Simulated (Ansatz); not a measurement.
Three curves of one kind of scan: energy against volume (even scaling of the relaxed cell, symmetry kept). Calculation: PBE (plane waves to 420 eV, PAW, scalar-relativistic; Ansatz, a first-principles code). Each is measured from its own zero (the relaxed starting cell). 

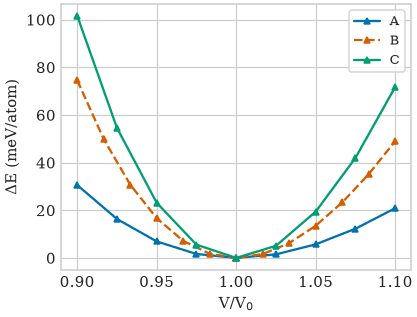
Figure. Curves A, B and C.

**Question.** Match the curves to these crystals:
- HfO₂ (fluorite), a = b = c = 5.098 Å, α = β = γ = 90.00°
- CsPbBr3 (cubic perovskite), a = 6.003 Å, b = 6.003 Å, c = 6.003 Å, α = 90.00°, β = 90.00°, γ = 90.00°
- Cu3Au (Cu3Au type), a = b = c = 3.781 Å, α = β = γ = 90.00°

**Answer.** A is CsPbBr3; B is Cu3Au; C is HfO2.

All were relaxed with their symmetry unable to fall. Cu3Au is run without spin polarisation. HfO2 is run without spin polarisation. Spin-orbit coupling is left out. This is a high-temperature form of CsPbBr3. This is a high-temperature form of HfO2.

(Under strain, the slope of the energy per volume gives the stress and its curvature an elastic modulus.)
